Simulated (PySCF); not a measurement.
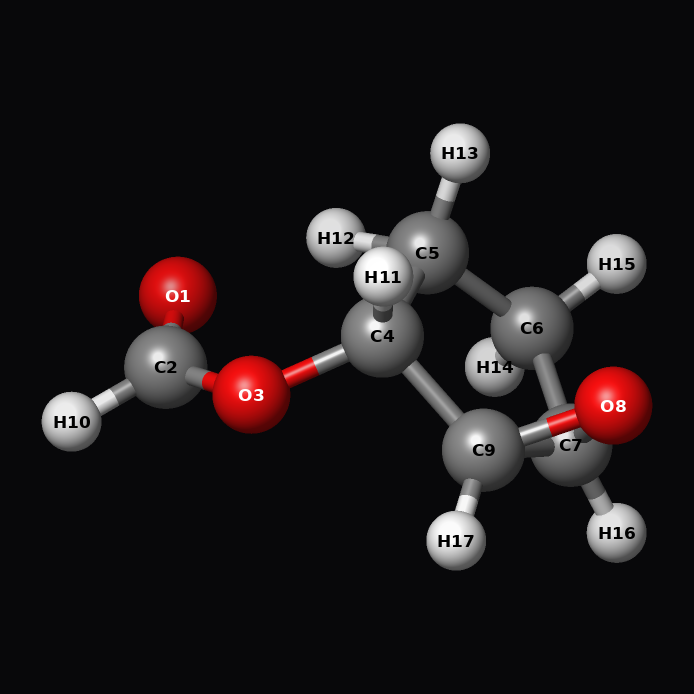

The species has charge +1 and is a spin doublet. The geometry was computed by an optimisation with GFN2-xTB. No frequency run is at hand to confirm it as a minimum. Properties computed with UKS B3LYP, pcH-1 on C H O, non-relativistic (PySCF 2.14.0).

Give the isotropic hyperfine couplings (Fermi-contact term alone) of O1, C2, O3, C4, C5, C6, C7, O8, C9, H10, H11, H12, H13, H14, H15, H16, H17.

| atom | isotope | a_iso (MHz) |
| --- | --- | --- |
| O1 | 17O | −29.4 |
| C2 | 13C | −32.1 |
| O3 | 17O | 7.1 |
| C4 | 13C | −11.4 |
| C5 | 13C | 0.9 |
| C6 | 13C | −13.7 |
| C7 | 13C | 2.3 |
| O8 | 17O | −13.8 |
| C9 | 13C | −1.6 |
| H10 | 1H | 131.2 |
| H11 | 1H | 15.5 |
| H12 | 1H | 188.8 |
| H13 | 1H | −7.4 |
| H14 | 1H | 74.9 |
| H15 | 1H | 25.1 |
| H16 | 1H | 61.3 |
| H17 | 1H | 60.1 |
